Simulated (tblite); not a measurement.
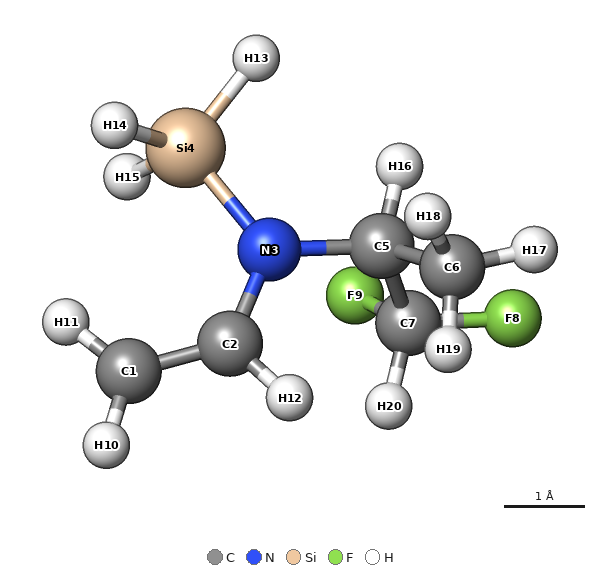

The structure as given in the input (ball-and-stick view, seen at a tilt; atoms are numbered from 1 in the order of the input). Bond lengths as drawn: C–C 1.33 to 1.54 Å, C–F 1.36 Å, C–H 1.07 to 1.10 Å, C–N 1.38 to 1.44 Å, H–Si 1.46 Å and N–Si 1.74 Å.

## Frequency calculation of C$_{5}$H$_{11}$F$_{2}$NSi

- system: C$_{5}$H$_{11}$F$_{2}$NSi
- method: GFN2-xTB harmonic vibrations, gas phase (tblite 0.8.0)

It belongs to a series of runs on one base structure; here: H on C replaced by CHF2.

### Input file
```
{"job": {"kind": "ir", "xc": "GFN2-xTB", "basis": "xTB"}, "charge": 0, "multiplicity": 1}
C      2.170690    -0.691849    -1.307259
C      0.919023    -0.343961    -1.041148
N      0.466878     0.258634     0.119265
Si     1.564187     0.751865     1.379798
C     -0.961130     0.264173     0.337199
C     -1.762486     0.962790    -0.763210
C     -1.463103    -1.173167     0.536129
F     -2.794761    -1.193086     0.790301
F     -0.867170    -1.730407     1.618181
H      2.423182    -1.122430    -2.258737
H      2.971707    -0.564290    -0.602796
H      0.156635    -0.517726    -1.789275
H      0.738061     1.526436     2.303526
H      2.571452     1.602605     0.747236
H      2.168981    -0.396834     2.055234
H     -1.147053     0.786257     1.280650
H     -2.795091     1.076208    -0.443949
H     -1.337337     1.946009    -0.945734
H     -1.754721     0.399805    -1.692988
H     -1.273093    -1.830354    -0.325458
```

The first line tells a small driver script what to run in tblite; the rest is the geometry in Å.

Run on 1 CPU thread, shared host.

Launched with:
```bash
OMP_NUM_THREADS=1 python <driver script> task.json out
```

### Output
```
mode    cm-1     km/mol
  1      38.6      0.77
  2      51.7      0.60
  3      55.8      1.87
  4     134.0      0.31
  5     161.6      2.08
  6     182.1      1.47
  7     224.0      3.41
  8     237.9      0.77
  9     243.6      1.99
 10     326.8      2.36
 11     367.3      7.11
 12     424.9     17.76
 13     476.6      6.44
 14     504.8     13.36
 15     542.6      7.97
 16     569.4     81.50
 17     620.2     68.09
 18     646.1      1.70
 19     726.2      2.55
 20     771.8    166.65
 21     783.3    159.34
 22     814.5     72.84
 23     816.5    355.24
 24     893.4     14.92
 25     973.9     22.55
 26     989.6     19.76
 27    1018.2     21.40
 28    1040.5    154.11
 29    1073.7    106.99
 30    1095.2     20.95
 31    1112.3     18.31
 32    1180.7     86.67
 33    1219.6     92.66
 34    1259.3    101.55
 35    1263.2     16.77
 36    1314.9      6.97
 37    1325.6     17.00
 38    1353.4     29.79
 39    1405.3     13.95
 40    1410.5     34.19
 41    1483.2      3.98
 42    1492.4      5.94
 43    1699.9    169.16
 44    2254.0    358.89
 45    2267.1    278.29
 46    2273.3    184.37
 47    2902.1     24.80
 48    2959.1     22.83
 49    3039.7     11.65
 50    3050.9      8.08
 51    3051.9     24.37
 52    3054.8     49.76
 53    3126.2     13.49
 54    3154.2     54.81
```

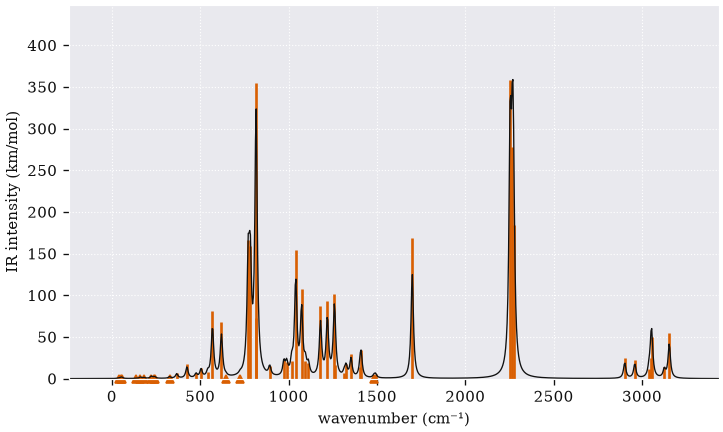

Harmonic infrared spectrum, unscaled: sticks (degenerate modes added up, dark ones marked on the axis) with a Lorentzian envelope of 16 cm⁻¹ full width, scaled to the tallest stick. 54 modes from 39 to 3154 cm⁻¹, none imaginary. The strongest line is at 2254 cm⁻¹ (359 km/mol).

### Key numbers

| quantity | value |
| --- | --- |
| outcome | converged |
| total energy | −828.4646 eV |
| zero-point energy | 93.5780 kcal/mol |
| wall time | 0.99 s |
| peak memory | 0.18 GiB |
